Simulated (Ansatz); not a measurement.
```cif
data_structure
_symmetry_space_group_name_H-M 'P 1'
_symmetry_Int_Tables_number 1
_cell_length_a 3.7529
_cell_length_b 3.7529
_cell_length_c 13.4808
_cell_angle_alpha 90.000
_cell_angle_beta 90.000
_cell_angle_gamma 90.000
_cell_volume 189.87
loop_
_atom_site_label
_atom_site_type_symbol
_atom_site_fract_x
_atom_site_fract_y
_atom_site_fract_z
_atom_site_occupancy
La1 La 0.00000 0.00000 0.34000 1
La2 La 0.50000 0.50000 0.84000 1
La3 La 0.00000 0.00000 0.66000 1
La4 La 0.50000 0.50000 0.16000 1
Yb1 Yb 0.00000 0.00000 0.00000 1
Yb2 Yb 0.50000 0.50000 0.50000 1
```

Space group I4/mmm; built by placing these elements on a known structure type; computed pressure about 4 GPa in this cell; computed without spin polarisation; no Hubbard U on the f states and no spin–orbit coupling.

Theory: Ansatz, DFT, PAW plane waves, r2SCAN.

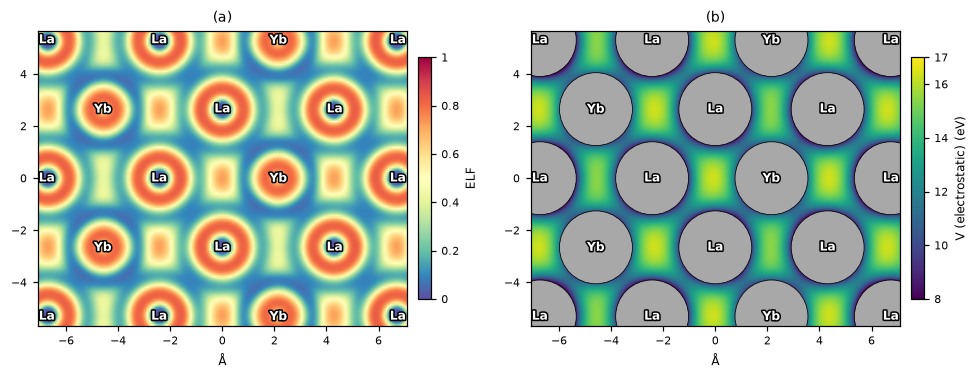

La$_{2}$Yb. (a) ELF; (b) electrostatic potential (local pseudopotential plus Hartree) felt by an electron on the (110) plane of the conventional cell. Grey discs cover the atomic cores in the potential map.

Question: What does the map show?

Answer:
- Atoms in the plane: La and Yb.
- La–Yb (3.42 Å): the ELF is about 0.10 at the midpoint (no shared electron pair shows on this line).
- La–La (3.60 Å): the ELF is about 0.10 at the midpoint (no shared electron pair shows on this line).
- The features right at La and Yb lie inside the PAW spheres, where the map follows smoothed inner orbitals and isn't to be read closely.
- Outside the cores the potential energy rises away from the atoms and is highest about 2.2 Å from the nearest atoms; its zero is arbitrary.
